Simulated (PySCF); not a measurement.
**CH2BFN2: electronic excitations and core binding energies**

What electronic excitations and core binding energies should CH2BFN2 (`N#CB(N)F`) show?

The runs use PySCF 2.14.0, with density-fitted response routines of our own; the level of theory stands in each step. All values are computed, except where a source is named. Atoms count from 0, in the outputs and in this text.

## Step 1: The molecule as given

7 atoms, charge 0, multiplicity 1; geometry from: GFN2-xTB.

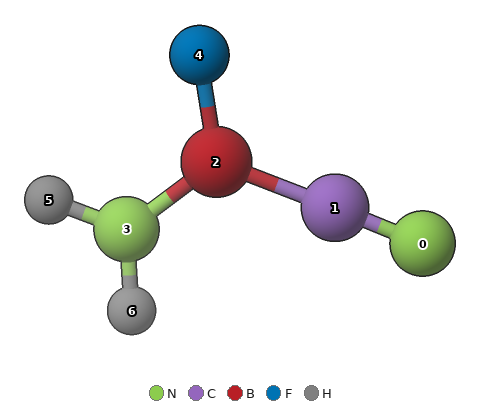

The starting geometry (nitrogen green, carbon purple, boron red, fluorine blue, hydrogen grey), atoms numbered.

## Step 2: TDDFT and polarisability: CAM-B3LYP/def2-SVPD

Job settings and geometry (Å):

```
{"job": {"kind": "uv", "xc": "CAM-B3LYP", "basis": "def2-SVPD", "nstates": 8, "ntriplets": 3}, "charge": 0, "multiplicity": 1}
N      2.538813    -0.604894    -0.067707
C      1.496464    -0.132564    -0.003631
B      0.083453     0.475825     0.078706
N     -1.047535    -0.304842    -0.072880
F     -0.060504     1.781582     0.301756
H     -1.974072     0.084639    -0.022019
H     -1.033285    -1.294842    -0.241303
```

Method: TDDFT CAM-B3LYP/def2-SVPD, vertical, gas phase, core orbitals frozen in the response.

Run with:

```sh
$ OMP_NUM_THREADS=1 python probes_run.py task.json out
```

One launch serves the whole session: the jobs run in the order shown.

**Question.** This job is followed by: delta-SCF UKS SCAN, pcX-2 on the ionised atom, pcseg-1 elsewhere, spin-free X2C. What will the session give for the following? lowest singlet (CAM-B3LYP/def2-SVPD); brightest single state of those computed; lowest triplet; N1s binding energies, SCAN/pcX-2; C1s binding energies, SCAN/pcX-2; B1s binding energies, SCAN/pcX-2; F1s binding energies, SCAN/pcX-2.

As calculated:

| quantity | value |
| --- | --- |
| lowest singlet (CAM-B3LYP/def2-SVPD) | 6.79 eV (183 nm), f = 0.000 |
| brightest single state of those computed | state 2, 7.23 eV, f = 0.128 |
| lowest triplet | 5.58 eV |
| N1s binding energies, SCAN/pcX-2 | N3 406.42, N0 405.70 eV |
| C1s binding energies, SCAN/pcX-2 | C1 292.26 eV |
| B1s binding energies, SCAN/pcX-2 | B2 198.99 eV |
| F1s binding energies, SCAN/pcX-2 | F4 693.48 eV |

What this shows: The lowest singlet, at 6.79 eV, is HOMO−1→LUMO 0.94 and is dark; of the 8 states computed, the strongest absorption comes from states 5 to 6 together at 8.00 eV. The lowest triplet lies 1.21 eV below the lowest singlet (triplets in Tamm-Dancoff, singlets in full TDDFT). The N1s levels kept as sound span 0.72 eV, from N0 (nitrile nitrogen) up to N3 (nitrogen bonded to B, 2 H).
